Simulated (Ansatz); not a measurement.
## Converging the k-point mesh: K₂Pt (I4mm, 3 atoms in the cell)

```
K2Pt
1.0
    0.00000     3.77012     3.77012
    3.77012     0.00000     3.77012
    3.77012     3.77012     0.00000
K Pt
2 1
Direct
  0.75000   0.75000   0.75000
  0.25000   0.25000   0.25000
  0.00663   0.00663   0.99337
```

Level of theory: LDA (PW92), default PAW files made with PBE (plane waves; Ansatz, an electronic-structure program).

Base settings: basis.ecutwfc = 30.9 Ry; kpoints.mp_grid.grid = 6 6 6; hamiltonian.xc = lda; hamiltonian.pseudopotentials = {kind: paw} (the program's default PAW files); scf.occupations.method = fermi_dirac; scf.occupations.width = 0.0037 Ry.

The second cell is the first with its lattice scaled by 0.98.

Only quantities that move along the ladder and can be compared are tabulated.

The count of work is k-points × plane waves × bands × iterations; it is no time. Core times come from one kind of shared machine, to one figure; runs under 30 s give none.

The starting cell comes from a database of computed structures (which also holds hypothetical and non-ambient phases and stackings), without a prior relaxation at this level. Its lattice was rescaled by up to half a per cent. One atom was moved a little off its site on purpose. Spin-orbit coupling is off. Ansatz's pressure includes its estimate of the finite-basis (Pulay) stress.

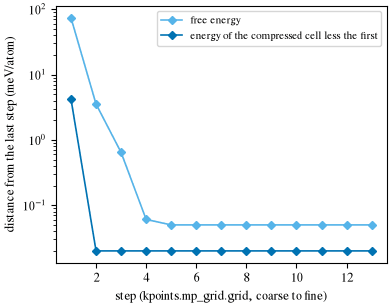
Fig. 1. Distance from the last step along the ladder; very small values are drawn at a floor.

```tsv
kpoints.mp_grid.grid	free energy less the last step's (meV/atom)	energy of the compressed cell less the first (meV/atom)	pressure (GPa)	largest difference of a force vector from the last step's (eV/Å)	gap on the mesh (eV)	count of work / last	core time / last (rough)
2 2 2	73.95	-13.31	-1.46	0.009	1.189	0.013	–
3 3 3	-3.54	-17.52	-1.76	0.000	1.885	0.017	–
4 4 4	0.64	-17.52	-1.76	0.000	1.324	0.037	–
5 5 5	-0.06	-17.53	-1.76	0.000	1.553	0.052	–
6 6 6	0.01	-17.54	-1.76	0.000	1.327	0.086	–
7 7 7	0.00	-17.54	-1.76	0.000	1.447	0.11	–
8 8 8	0.00	-17.54	-1.76	0.000	1.327	0.17	–
9 9 9	0.00	-17.54	-1.76	0.000	1.401	0.21	–
10 10 10	0.00	-17.54	-1.76	0.000	1.327	0.29	–
11 11 11	0.00	-17.54	-1.76	0.000	1.377	0.36	–
12 12 12	0.00	-17.54	-1.76	0.000	1.327	0.47	–
13 13 13	0.00	-17.54	-1.76	0.000	1.363	0.56	0.6
15 15 15	0.00	-17.54	-1.76	0.000	1.354	0.83	0.8
16 16 16	0.00	-17.54	-1.76	0.000	1.327	1.0	1
```

Coarsest kpoints.mp_grid.grid that holds the energy of the compressed cell less the first within 2 meV/atom of the last step, with all finer ones: 3 3 3, at 0.017 of the last step's count of work; the step before is off by 4.2 meV/atom.

Coarsest kpoints.mp_grid.grid that holds the free energy within 0.5 meV/atom of the last step, with all finer ones: 5 5 5, at 0.052 of the last step's count of work; the step before is off by 0.64 meV/atom.

Coarsest kpoints.mp_grid.grid that holds the pressure within 0.2 GPa of the last step, with all finer ones: 3 3 3, at 0.017 of the last step's count of work; the step before is off by 0.30 GPa.

The energy difference between the two cells stays within 1 meV/atom of the last step's from 3 3 3 on, the total only from 4 4 4 on: much of the error is common to both cells and cancels.

The gap on the mesh jumps up and down from mesh to mesh; it is no smooth measure of convergence.

Keys are those of Ansatz 0.2.
